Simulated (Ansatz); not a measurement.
## Two runs on C$_{3}$H$_{8}$Si$_{2}$

System: C$_{3}$H$_{8}$Si$_{2}$, SMILES C=C=C([SiH3])[SiH3].
Method of the first run: RKS SPW92 (LDA)/def2-TZVPP (Ansatz 0.2.0).

The geometry comes from this level: PBE0-D4/def2-TZVP. Text and figures count atoms from 1; the logs count them from 0 in places.

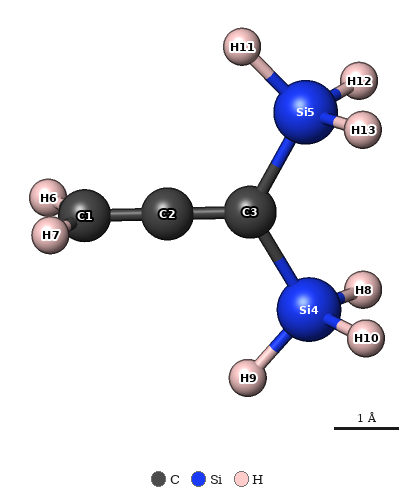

**Figure 1.** The structure (ball-and-stick view, seen at a tilt; atoms are numbered from 1 in the order of the input). Bond lengths as drawn: C–C 1.30 Å, C–H 1.08 Å, C–Si 1.87 Å and H–Si 1.48 to 1.49 Å.

### The input, the first run
```yaml
crystal:
  periodic: [false, false, false]
  atoms:
    - {symbol: C, position_ang: [-1.070923, 2.001217, -1.007728]}
    - {symbol: C, position_ang: [-0.509459, 0.952167, -0.479476]}
    - {symbol: C, position_ang: [0.051933, -0.096545, 0.048521]}
    - {symbol: Si, position_ang: [0.259346, -0.167586, 1.902154]}
    - {symbol: Si, position_ang: [0.619526, -1.473939, -1.076053]}
    - {symbol: H, position_ang: [-2.144039, 2.043591, -1.156067]}
    - {symbol: H, position_ang: [-0.478532, 2.856778, -1.311806]}
    - {symbol: H, position_ang: [-0.450026, -1.358411, 2.441410]}
    - {symbol: H, position_ang: [-0.288100, 1.067006, 2.516156]}
    - {symbol: H, position_ang: [1.700922, -0.305059, 2.241103]}
    - {symbol: H, position_ang: [0.326292, -1.122762, -2.487336]}
    - {symbol: H, position_ang: [-0.076831, -2.737260, -0.713852]}
    - {symbol: H, position_ang: [2.080187, -1.693995, -0.902228]}
basis:
  gaussian: {orbitals: def2-TZVPP}
hamiltonian: {xc: lda}
output: {orbitals: {seedname: orbitals}}
```

Hardware: 4 threads of Arm Neoverse V2, 23 GiB of memory available, shared host.

### Output (the first run)
```
Functional definition: SPW92
  exchange = slater_x
  correlation = pw_c
1588 factors; their error is unknown
mean field evaluation 1: about -18890.4090 eV, gradient 6.9e1 eV
mean field evaluation 2: about -18867.6901 eV, gradient 1.1e2 eV
mean field evaluation 4: about -18901.7857 eV, gradient 1.8e1 eV
mean field evaluation 8: about -18902.5742 eV, gradient 1.8e-1 eV
mean field evaluation 16: about -18902.5304 eV, gradient 1.0e-4 eV
mean field -18902.53035508 eV, -694.6551779539 hartree, gradient 2.8e-5 eV, S^2 0.000000; 0 other end points of the search recorded, 0 dependent functions left out
reference -18902.53040492 eV, -694.6551797856 hartree; 27, 27 occupied and 262, 262 virtual orbitals, 1588 factors
Total energy: -18902.53040492 eV, -694.6551797856 hartree
```

The input of the second run differs as follows (lines with − go, lines with + come):
```diff
-hamiltonian: {xc: lda}
+hamiltonian: {xc: {name: B97M-V}}
```

How does the second run compare with the first run?

The total energies belong to different methods, so their difference says nothing on which is more stable or more accurate. The HOMO goes from −6.37 to −6.49 eV. The LUMO goes from −1.66 to −1.33 eV.

### Output (the second run)
```
Functional definition: B97M-V
  parameter cx00 = 1.000
  parameter cx01 = 1.308
  parameter cx02 = 1.901
  parameter cx10 = 0.416
  parameter cx11 = 3.070
  parameter css00 = 1.000
  parameter css02 = -1.855
  parameter css10 = -5.668
  parameter css32 = -20.497
  parameter css42 = -20.364
  parameter cos00 = 1.000
  parameter cos01 = 1.573
  parameter cos03 = -6.298
  parameter cos10 = 2.535
  parameter cos32 = -6.427
  parameter b = 6.0
  parameter c = 0.01
  gx(w, u) = cx00 + cx01*u + cx02*u^2 + (cx10 + cx11*u)*w
  gss(w, u) = css00 + css02*u^2 + css10*w + (css32*w^3 + css42*w^4)*u^2
  gos(w, u) = cos00 + cos01*u + cos03*u^3 + cos10*w + cos32*w^3*u^2
  exchange = spin_sum(e_x_unif_s*gx(b97_w, b97_u_x))
  correlation = spin_sum(e_c_pw_mod_same_spin*gss(b97_w, b97_u_same))
      + integral(e_c_pw_mod_opposite_spin*gos(b97_w_opposite, b97_u_opposite)) + vv10(b, c)
1588 factors; their error is unknown
mean field evaluation 1: about -18984.6787 eV, gradient 5.6e1 eV
mean field evaluation 2: about -18975.8682 eV, gradient 7.6e1 eV
mean field evaluation 4: about -18992.6765 eV, gradient 9.5e0 eV
mean field evaluation 8: about -18992.9035 eV, gradient 3.2e-1 eV
mean field evaluation 16: about -18992.8579 eV, gradient 4.8e-4 eV
mean field -18992.85789977 eV, -697.9746539949 hartree, gradient 2.1e-5 eV, S^2 0.000000; 0 other end points of the search recorded, 0 dependent functions left out
reference -18992.85798038 eV, -697.9746569574 hartree; 27, 27 occupied and 262, 262 virtual orbitals, 1588 factors
Total energy: -18992.85798038 eV, -697.9746569574 hartree
```

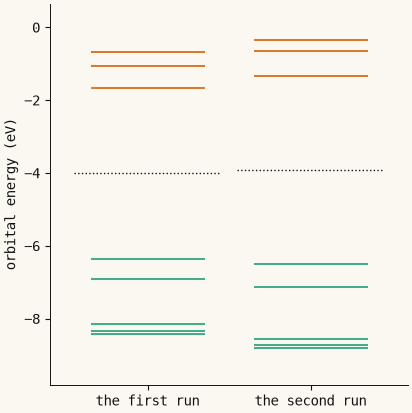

**Figure 2.** The five highest filled and three lowest empty orbital energies of the two runs; the dotted lines part filled from empty levels. The HOMO–LUMO gap is 4.71 eV in the first run and 5.17 eV in the second run.

### The two runs side by side

| quantity | the first run | the second run |
| --- | --- | --- |
| outcome | converged | converged |
| total energy (hartree) | −694.655180 | −697.974657 |
| HOMO (eV) | −6.37 | −6.49 |
| LUMO (eV) | −1.66 | −1.33 |
| basis functions | 289 | 289 |
| wall time (shared host) | 1.6 s | 11 s |
